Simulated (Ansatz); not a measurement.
# C4H10F2InN: a ladder of functionals and wavefunction methods

How much do the methods differ for C4H10F2InN? The plan is to run it at one geometry with functionals of several rungs and with coupled cluster. The yardstick is the atomisation energy at the CCSD(T) limit.

The runs use Ansatz 0.2.0, Gaussian basis; functionals in def2-TZVPP, the program's frozen cores in correlated methods.

The runs, in order: LDA (SPW92), PBE-D4, revPBE-D4, BLYP-D4, r2SCAN-D4, B97M-V, PBE0-D4, B3LYP-D4, r2SCANh-D4, r2SCAN0-D4, HSE06-D4, BHLYP-D4, CAM-B3LYP-D4, LC-ωPBE, ωB97X-V, ωB97M-V, B2PLYP, PBE-QIDH; CCSD(T)/def2-SVP; CCSD(T)/def2-TZVPP; MP2/def2-QZVPP; extrapolation to the limit; RPA on PBE.

### 1 Structure used throughout

An earlier PBE0-D4 in a triple-zeta def2 set relaxation fixed the geometry. In takes the def2 core potential; no spin-orbit term is included.

SMILES `CC(C)(C)[NH][In]([F])[F]`, 18 atoms, charge 0, spin multiplicity 1.

Atoms are counted from 1 here; the program's logs count them from 0.

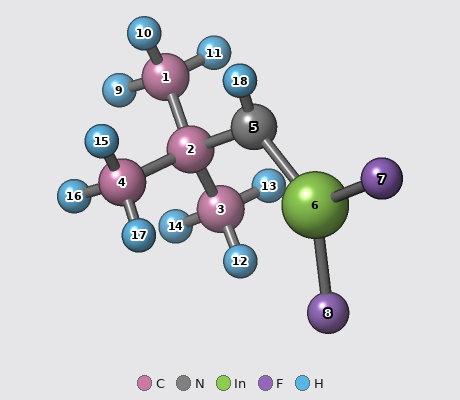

The geometry (carbon pink, nitrogen grey, indium green, fluorine purple, hydrogen blue); atoms are numbered from 1 in the order of the file.

### 2 LDA

This LDA is Slater exchange with PW92 correlation.

File in.yaml:

```yaml
crystal:
  periodic: [false, false, false]
  atoms:
    - {symbol: C, position_ang: [-0.624901, -1.829088, 0.015884]}
    - {symbol: C, position_ang: [-0.126389, -0.390966, 0.140181]}
    - {symbol: C, position_ang: [1.356826, -0.384765, 0.480797]}
    - {symbol: C, position_ang: [-0.913059, 0.333378, 1.231340]}
    - {symbol: N, position_ang: [-0.299914, 0.236680, -1.174128]}
    - {symbol: In, position_ang: [0.435837, 2.053067, -1.576328]}
    - {symbol: F, position_ang: [-0.115577, 3.098952, -3.113307]}
    - {symbol: F, position_ang: [1.918535, 2.923358, -0.676771]}
    - {symbol: H, position_ang: [-0.495799, -2.365441, 0.958589]}
    - {symbol: H, position_ang: [-1.688849, -1.851198, -0.237592]}
    - {symbol: H, position_ang: [-0.074855, -2.356555, -0.765235]}
    - {symbol: H, position_ang: [1.747405, 0.636834, 0.553342]}
    - {symbol: H, position_ang: [1.926530, -0.918216, -0.283045]}
    - {symbol: H, position_ang: [1.534049, -0.866988, 1.444042]}
    - {symbol: H, position_ang: [-1.975068, 0.380676, 0.976399]}
    - {symbol: H, position_ang: [-0.818214, -0.170573, 2.196802]}
    - {symbol: H, position_ang: [-0.544535, 1.357353, 1.354415]}
    - {symbol: H, position_ang: [-1.242032, 0.113484, -1.525392]}
basis:
  gaussian: {orbitals: def2-TZVPP}
hamiltonian: {xc: lda}
output: {orbitals: {seedname: orbitals}}
```

Run with:

```
$ ansatz run in.yaml --threads 2 --pin off --events-out ev --progress --plain --max-ram 31744MiB --backend cuda --devices 0, --max-vram 18GiB
```

After this run come: PBE-D4 (GGA); revPBE-D4 (GGA); BLYP-D4 (GGA); r2SCAN-D4 (meta-GGA); B97M-V (meta-GGA); PBE0-D4 (hybrid); B3LYP-D4 (hybrid); r2SCANh-D4 (hybrid); r2SCAN0-D4 (hybrid); HSE06-D4 (hybrid); BHLYP-D4 (hybrid); CAM-B3LYP-D4 (range-separated); LC-ωPBE (range-separated); ωB97X-V (range-separated); ωB97M-V (range-separated); B2PLYP (double hybrid); PBE-QIDH (double hybrid); CCSD(T) in def2-SVP; CCSD(T) in def2-TZVPP; MP2 in def2-QZVPP; RPA on PBE orbitals.

Q: Predict the results of all the runs planned. Wanted: atomisation energy, CCSD(T)/CBS; farthest beyond LDA; mean size of error, GGA; mean size of error, meta-GGA; mean size of error, hybrid; mean size of error, range-separated; mean size of error, double hybrid; gap, smallest and largest; T1 diagnostic.

As calculated:

| quantity | value |
| --- | --- |
| atomisation energy, CCSD(T)/CBS | 6804.1 kJ/mol |
| functionals within 68.0 kJ/mol (1.0 %) | revPBE-D4, BLYP-D4, r2SCAN-D4, B97M-V, PBE0-D4, B3LYP-D4, r2SCANh-D4, HSE06-D4, CAM-B3LYP-D4, LC-ωPBE, ωB97X-V, ωB97M-V, PBE-QIDH |
| farthest beyond LDA | BHLYP-D4 (-251.1 kJ/mol) |
| mean size of error, GGA | 72.3 kJ/mol |
| mean size of error, meta-GGA | 21.1 kJ/mol |
| mean size of error, hybrid | 87.8 kJ/mol |
| mean size of error, range-separated | 7.4 kJ/mol |
| mean size of error, double hybrid | 85.9 kJ/mol |
| gap, smallest and largest | 3.10 eV (LDA (SPW92)), 10.40 eV (LC-ωPBE) |
| T1 diagnostic | 0.0147 |
| triples share of the correlation energy | 3.6 % |

What this shows: LDA overbinds by 978.9 kJ/mol (14 %). PBE-D4 is off by +118.1 kJ/mol. Double hybrids carry the basis error of their MP2 part in triple zeta, and no dispersion term here, so their miss is partly the set-up's. The rungs range-separated, meta-GGA miss on average by less than the doubt on the reference (68.0 kJ/mol), so they tie. The reference freezes the cores and leaves out spin-orbit coupling and excitations past (T), and its outer-core shells are covered unevenly, so misses under about 68.0 kJ/mol can't be ranked. All levels share the lack of spin-orbit coupling, which lowers the free heavy atoms and so the true binding. Hartree-Fock recovers 72 % of the binding; the rest is correlation. CCSD(T) in def2-SVP is off by -349.0 kJ/mol, worse than the median functional, from the basis alone. The gap grows from 3.1 to 10.4 eV across the functionals, mostly with the share of exact exchange. Correlated methods include outer-core shells of In, which these sets cover unevenly.
